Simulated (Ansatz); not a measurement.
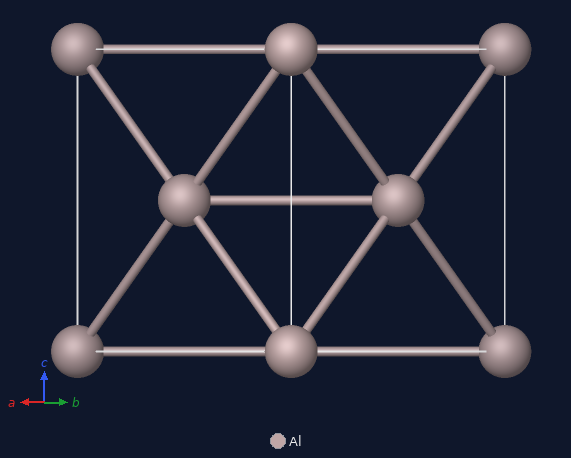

This ball-and-stick model is shown along [110]. The edges of the conventional unit cell are marked.

Cell parameters: a = 4.037 Å, b = 4.037 Å, c = 4.037 Å, α = 90.00°, β = 90.00°, γ = 90.00°.

The composition is Al.

Which Bravais lattice does it have?

Answer. Face-centred cubic.

What extended units do the bonds make?

Answer. The bonds build a three-dimensional framework.

Starting structure: the standard structure of this element. Earlier steps of the study may have refined or changed the cell and positions. Ansatz was used for an electronic-structure calculation on it.
